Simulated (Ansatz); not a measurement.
HfSiSe (space group P4/nmm)

Space group P4/nmm, origin choice 1 (No. 129); a = b = 3.576 Å, c = 8.256 Å, α = β = γ = 90.00°

| atom | site | symmetry | x | y | z |
|---|---|---|---|---|---|
| Hf | 2c | 4mm | 0.5000 | 0.0000 | 0.2555 |
| Si | 2a | -4m2 | 0.0000 | 0.0000 | 0.0000 |
| Se | 2c | 4mm | 0.0000 | 0.5000 | 0.3792 |

The volume is varied about the relaxed value V₀ at fixed cell shape. The atoms relax within the cell's symmetry.

Level of theory: PBEsol (plane waves to 420 eV, PAW, scalar-relativistic; Ansatz, an electronic-structure program). k mesh 13×13×6 (Γ-centred), Fermi-Dirac smearing 0.05 eV. The energy includes the smearing's −TS. With the shape held, the modulus is that of even scaling; a crystal free to change shape is softer. HfSiSe is run without spin polarisation. HfSiSe was relaxed with its symmetry unable to fall. Spin-orbit coupling is left out, though Hf is heavy. The zero of ΔE is the relaxed starting cell.

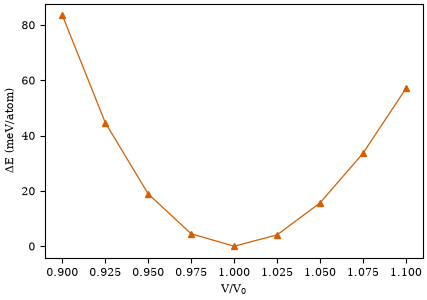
Figure. ΔE (meV/atom) against V/V₀; one marker a computed point.

What is ΔE at V/V₀ = 0.900?

About 84 meV/atom.

What is ΔE at V/V₀ = 1.100?

About 57 meV/atom.

What bulk modulus at fixed cell shape B₀ follows from a third-order Birch-Murnaghan fit?

About 120 GPa.

(A scan under strain: stresses follow from slopes of the energy per volume, elastic moduli from its curvatures.)
